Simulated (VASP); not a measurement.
Band structure of Dy (hcp). All values below come from AM05 GGA, VASP's PBE PAW potentials (set 64) (plane waves; VASP).

The 4f electrons are frozen in the core of the lanthanide potential, so 4f levels, which can set the real gap, and their magnetism are missing.

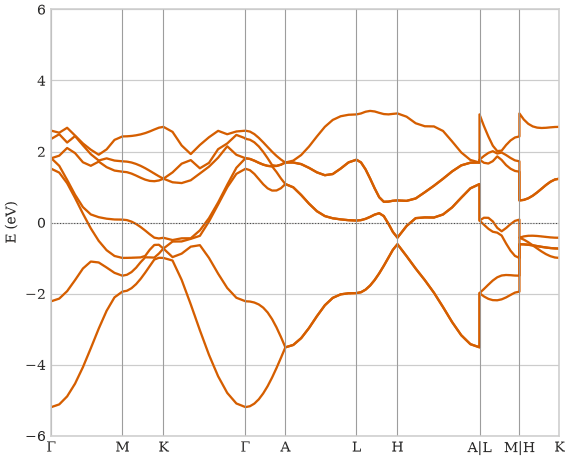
*Bands along high-symmetry lines, zero at the valence-band maximum or, without a gap, the Fermi level*

Question: Read the plot: is there a gap, and where are the band edges?

Answer: It has no gap at this level: it comes out as a metal or semimetal. (Edges off the drawn lines would not show.)

The compound is Dy in the hcp structure. It was relaxed first.
